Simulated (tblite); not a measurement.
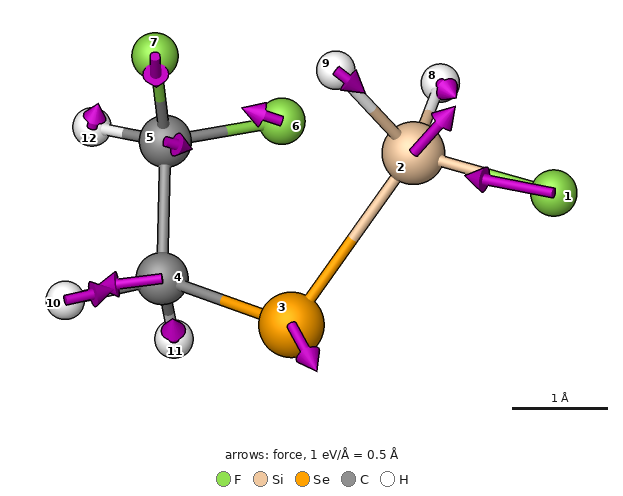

Starting geometry of C₂H₅F₃SeSi with the computed forces as purple arrows. The picture is a ball-and-stick view, seen from a free direction.

Method: GFN2-xTB geometry optimisation, gas phase in tblite. 

> Is this structure relaxed? If not, where do the atoms go?

It isn't relaxed: the largest force vector, on F1, is 2.10 eV/Å. The final displacements have little in common with the starting forces (cosine between the two patterns 0.18). After 97 geometry steps the energy has fallen by 0.510 eV. Se3 moves most after the best rigid fit: 0.84 Å. Largest moves by element: Se 0.84 Å, H 0.81 Å, F 0.58 Å, C 0.22 Å, Si 0.12 Å. Among the contacts that change: F1–Si2 1.689 → 1.604 Å, Se3–C4 1.931 → 1.979 Å, Si2–H9 1.498 → 1.452 Å, C4–H10 1.134 → 1.090 Å. Bond angles that change, for instance: Si2–Se3–C4 109.6° → 98.9°, F1–Si2–Se3 112.5° → 103.1°, H8–Si2–H9 108.8° → 117.5°. Groups turn about Se3–C4 by about 55°, Si2–Se3 by about 35°. The run took 1 s on 1 thread of Arm Neoverse N1, with other jobs on the host.
